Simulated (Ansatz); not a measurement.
C$_{10}$H$_{18}$O$_{3}$Si

Input

```
crystal:
  periodic: [false, false, false]
  atoms:
    - {symbol: O, position_ang: [3.095381, -0.547046, -1.638808]}
    - {symbol: Si, position_ang: [2.591461, -0.217517, -0.068122]}
    - {symbol: O, position_ang: [3.090484, -1.465269, 0.943062]}
    - {symbol: O, position_ang: [3.304845, 1.216194, 0.447362]}
    - {symbol: C, position_ang: [0.723165, -0.061641, -0.018752]}
    - {symbol: C, position_ang: [0.257298, 1.069394, -0.973128]}
    - {symbol: C, position_ang: [-1.278534, 1.197267, -0.931340]}
    - {symbol: C, position_ang: [-1.914928, -0.135328, -1.373486]}
    - {symbol: C, position_ang: [-1.471552, -1.263635, -0.421350]}
    - {symbol: C, position_ang: [-1.918363, -0.929192, 1.015597]}
    - {symbol: C, position_ang: [-1.281865, 0.402358, 1.460652]}
    - {symbol: C, position_ang: [-1.725516, 1.528677, 0.506239]}
    - {symbol: C, position_ang: [0.254012, 0.273845, 1.421462]}
    - {symbol: C, position_ang: [0.064096, -1.394162, -0.462459]}
    - {symbol: H, position_ang: [3.644320, -1.347326, -1.706305]}
    - {symbol: H, position_ang: [3.745391, -1.183511, 1.604974]}
    - {symbol: H, position_ang: [3.908138, 1.602728, -0.210627]}
    - {symbol: H, position_ang: [0.730339, 2.030061, -0.674033]}
    - {symbol: H, position_ang: [0.595143, 0.851213, -2.009713]}
    - {symbol: H, position_ang: [-1.598729, 2.010064, -1.618616]}
    - {symbol: H, position_ang: [-3.023450, -0.048237, -1.373064]}
    - {symbol: H, position_ang: [-1.610605, -0.375144, -2.415593]}
    - {symbol: H, position_ang: [-1.930917, -2.223977, -0.741112]}
    - {symbol: H, position_ang: [-1.616588, -1.745331, 1.707654]}
    - {symbol: H, position_ang: [-3.026959, -0.858141, 1.064377]}
    - {symbol: H, position_ang: [-1.604524, 0.642435, 2.496884]}
    - {symbol: H, position_ang: [-2.830200, 1.649464, 0.544882]}
    - {symbol: H, position_ang: [-1.283637, 2.496645, 0.828543]}
    - {symbol: H, position_ang: [0.590128, -0.523200, 2.119824]}
    - {symbol: H, position_ang: [0.726345, 1.221555, 1.760547]}
    - {symbol: H, position_ang: [0.396169, -2.219479, 0.204515]}
    - {symbol: H, position_ang: [0.399673, -1.653773, -1.490038]}
basis:
  gaussian: {orbitals: def2-TZVP, initial_orbitals: start.molden}
hamiltonian: {xc: pbe0, dispersion: d4}
scf: {omitted_lower_state_checks: [starts]}
output: {forces: true, orbitals: {seedname: orbitals}}
```

Command:

```sh
ansatz run in.yaml --threads 6 --pin off --events-out ev --progress --plain --max-ram 7833MiB
```

Geometry: PBE-D4/def2-SVP; not at a stationary point (largest force 1.0 eV/Å).

Level of theory: RKS PBE0-D4/def2-TZVP in Ansatz 0.2.0.

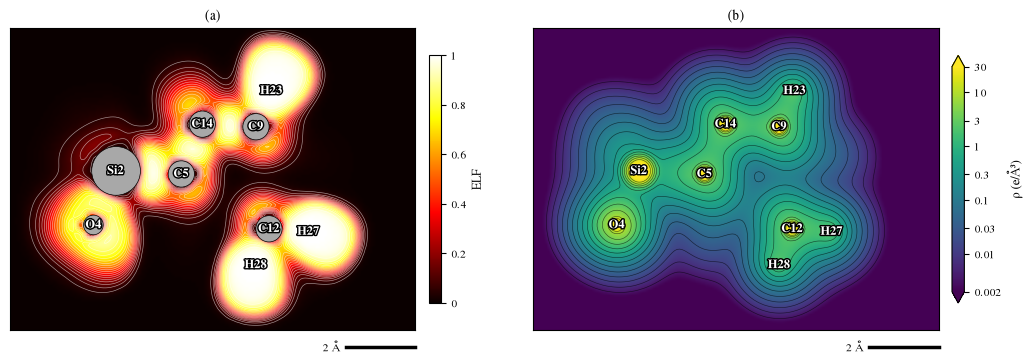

Figure 1. (a) ELF; (b) total electron density on the plane of atoms O4, Si2 and C5. Grey discs cover the atomic cores in the ELF map.

Read the bonding off the picture.

Answer. The section cuts through Si, O, C and H sites. C–C (1.55 Å): ρ at the midpoint is about 1.6 e/Å³; the ELF peaks at about 0.95 between the atoms, as expected for localised, covalent bonding. Si–O (1.68 Å): ρ is about 1.1 e/Å³ halfway; the ELF peaks at about 0.85 between the atoms (a polar covalent bond). C–Si (1.88 Å): the density is about 1 e/Å³ at the midpoint; the ELF peaks at about 1 between the atoms; a covalent bond. C–H (1.11 Å): the density is about 1.9 e/Å³ at the midpoint; the ELF climbs to about 1 towards the hydrogen, as it does in any bond to H: an ordinary covalent bond to hydrogen. The ELF also peaks beside O4, away from the bonds: lone-pair regions.

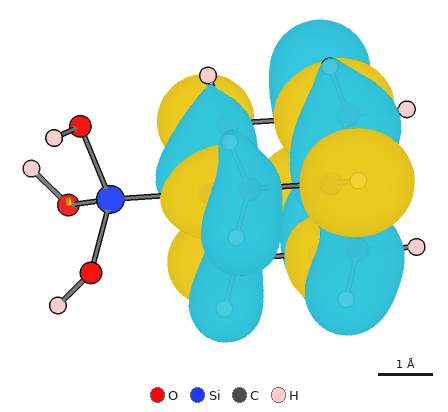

Figure 2. The HOMO−1 at ±0.06 Å⁻³ᐟ² (yellow and cyan are the two phases), seen at a tilt.

Where does this orbital lie, and at what energy?

Answer. By Hirshfeld shares it lies mainly on C7 (about 10 %), C9 (about 10 %), C11 (about 10 %), C8 (about 5 %), C12 (about 5 %) and C10 (about 5 %). It is one of a degenerate set, so its orientation is arbitrary. Its energy is −7.76 eV.
